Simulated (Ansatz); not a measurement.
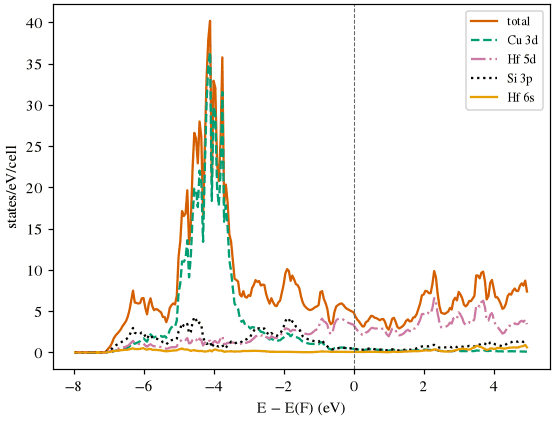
Fig. 1. Total and projected density of states of HfCuSi in space group Pnma (No. 62; Hf on 4c, Si on 4c, Cu on 4c), DFT-r²SCAN in the program Ansatz with PAW potentials

Q: Which orbitals carry the states next to the Fermi level?

A: Within 0.5 eV of the Fermi level: Hf 5d 68 %, Si 3p 10 %, Cu 3d 10 %, outside the projected shells 8 %. Projections are on Löwdin-orthogonalised atomic valence shells; empty p or d shells of many metals are not among them.

Q: Where is the tallest occupied peak in this window, and what makes it?

A: Near -4.1 eV, about 40 states/eV per cell; the largest projected share is Cu 3d.

The workflow started from a Materials Project entry (that database holds measured and hypothetical structures alike); the Crystallography Open Database copy checked does not list it. Whether it is the stable phase at ambient conditions was not checked. The cell was relaxed with r²SCAN under the symmetry of its start; its stability against distortions is not shown here. No spin polarisation was allowed. Spin–orbit coupling is left out wherever it is not named.

Potentials: the later of the program's two PAW sets.
